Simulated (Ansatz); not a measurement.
## What x(Mg) = 0.25, 4 atoms, Pm-3m does to Sr

The parent structure is Sr in the fcc (Cu type) structure (space group Fm-3m, No. 225; a = 6.100 Å).

The other end (x = 1) is Mg in the fcc (Cu type) structure (space group Fm-3m, No. 225; a model cell, its experimental status unchecked): 22.77 Å³/atom, gap zero; this end may not be an ambient phase.

One thing is altered: Mg replaces 25.0 % of the Sr, ordered in a cell of 4 atoms (starting symmetry Pm-3m) and fully relaxed.

Computed with Kohn–Sham DFT with the r2SCAN functional, run in Ansatz (an electronic-structure program) with PAW and 500 eV plane waves, no SOC, earlier PAW set. k-mesh 8×8×8 (Γ-centred); smearing 0.05 eV (Fermi–Dirac), for the changed cell.

The volume per atom decreases by 10.92 Å³ to 45.83 Å³ and the density increases by 0.04 g/cm³ to 2.60 g/cm³. The shortest interatomic distance drops by 0.2967 Å (4.313 Å → 4.017 Å) and the band gap stays zero. The deviation of the volume from the linear (Vegard-type) interpolation is -5.0 %.

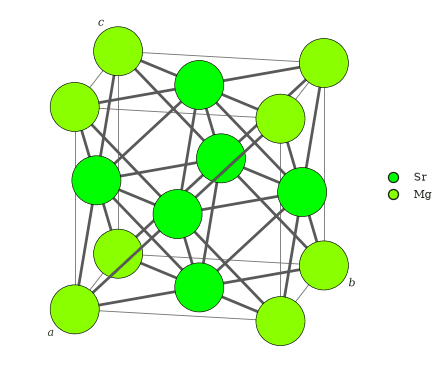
Figure: The relaxed conventional cell after the change

These are small ordered cells, not random alloys; other orderings at the same x differ. Whether these cells are dynamically stable was not tested. This is not the structure that Mg has at room temperature and ambient pressure.
